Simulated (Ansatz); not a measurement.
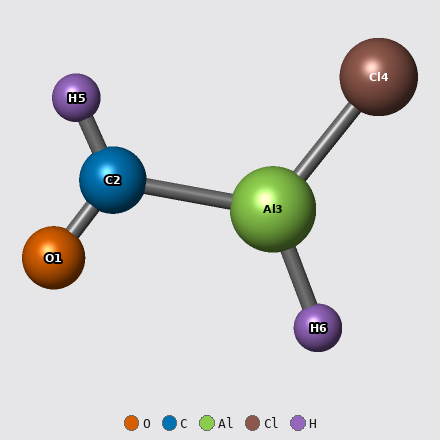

The system is CH₂AlClO, SMILES O=[CH][AlH][Cl]; the picture shows the reference structure. First axis: angle O1–C2–Al3. Second axis: dihedral O1–C2–Al3–Cl4. Nothing is relaxed (all other coordinates rigid). Grid: 15 × 15 points; 121 points were computed and 104 follow by symmetry. Energies: eV, counted from the relaxed molecule at the same level. Computed with RKS PBE0-D4/def2-TZVP (Ansatz).

Its coordinates:

```xyz
6

O    -0.1748    1.9100   -0.2898
C    -0.1537    0.7764   -0.7120
Al    0.1367   -0.6941    0.6379
Cl    0.1788   -2.6752   -0.0493
H    -0.2939    0.6090   -1.8078
H     0.3268   -0.3722    2.1648
```

Range: angle O1–C2–Al3 from 71.9 to 161.9°; dihedral O1–C2–Al3–Cl4 from −180 to 156°.

Q: What will the energy surface look like?

A: The lowest grid point is at angle O1–C2–Al3 = 116.9°, dihedral O1–C2–Al3–Cl4 = −180°, 0.00 eV from the relaxed molecule at the same level. The highest grid point, angle O1–C2–Al3 = 161.9°, dihedral O1–C2–Al3–Cl4 = −180°, lies 2.89 eV above the lowest. Round the minimum the two coordinates are nearly uncoupled.

```csv
"dihedral O1–C2–Al3–Cl4 ↓, angle O1–C2–Al3 →",71.9,78.3,84.7,91.2,97.6,104.0,110.4,116.9,123.3,129.7,136.2,142.6,149.0,155.4,161.9
156,1.98,1.51,1.09,0.72,0.42,0.19,0.05,0.01,0.06,0.22,0.50,0.90,1.42,2.07,2.83
132,1.69,1.31,0.97,0.65,0.39,0.19,0.06,0.02,0.08,0.23,0.51,0.89,1.40,2.02,2.73
108,1.46,1.16,0.87,0.60,0.37,0.19,0.08,0.04,0.10,0.25,0.51,0.89,1.38,1.97,2.65
84,1.44,1.15,0.88,0.62,0.39,0.21,0.10,0.06,0.11,0.26,0.52,0.89,1.37,1.95,2.62
60,1.65,1.32,1.01,0.71,0.46,0.25,0.12,0.07,0.11,0.26,0.51,0.88,1.37,1.97,2.65
36,2.04,1.61,1.22,0.85,0.54,0.30,0.14,0.07,0.11,0.25,0.51,0.88,1.38,2.00,2.72
12,2.39,1.87,1.38,0.95,0.60,0.33,0.15,0.08,0.10,0.24,0.50,0.88,1.39,2.03,2.79
−12,2.39,1.87,1.38,0.95,0.60,0.33,0.15,0.08,0.10,0.24,0.50,0.88,1.39,2.03,2.79
−36,2.04,1.61,1.22,0.85,0.54,0.30,0.14,0.07,0.11,0.25,0.51,0.88,1.38,2.00,2.72
−60,1.65,1.32,1.01,0.71,0.46,0.25,0.12,0.07,0.11,0.26,0.51,0.88,1.37,1.97,2.65
−84,1.44,1.15,0.88,0.62,0.39,0.21,0.10,0.06,0.11,0.26,0.52,0.89,1.37,1.95,2.62
−108,1.46,1.16,0.87,0.60,0.37,0.19,0.08,0.04,0.10,0.25,0.51,0.89,1.38,1.97,2.65
−132,1.69,1.31,0.97,0.65,0.39,0.19,0.06,0.02,0.08,0.23,0.51,0.89,1.40,2.02,2.73
−156,1.98,1.51,1.09,0.72,0.42,0.19,0.05,0.01,0.06,0.22,0.50,0.90,1.42,2.07,2.83
−180,2.12,1.61,1.15,0.75,0.43,0.20,0.05,0.00,0.05,0.21,0.50,0.90,1.43,2.10,2.89
```

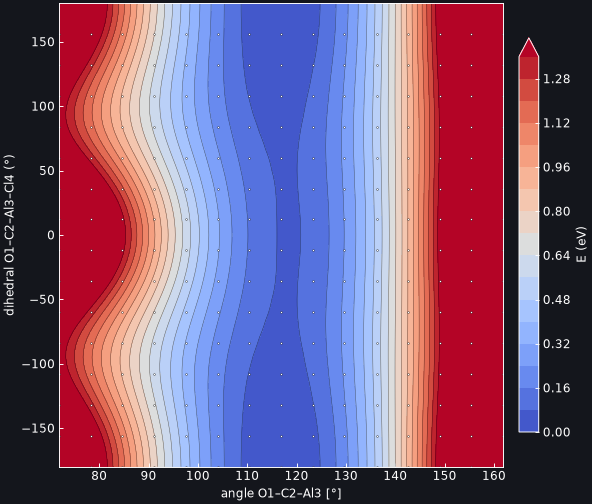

The picture shows filled contours, dots at the grid points, one colour for all values above the top of the scale. Between grid points the surface is interpolated.

Each point was launched as `ansatz run input.yaml --threads 1 --pin off --max-ram 2560MiB --backend cpu --events-out ev --progress --plain --runs-dir out`. The whole map (121 points run) took 11 min on 1 thread of Arm Neoverse V2, on a shared host.
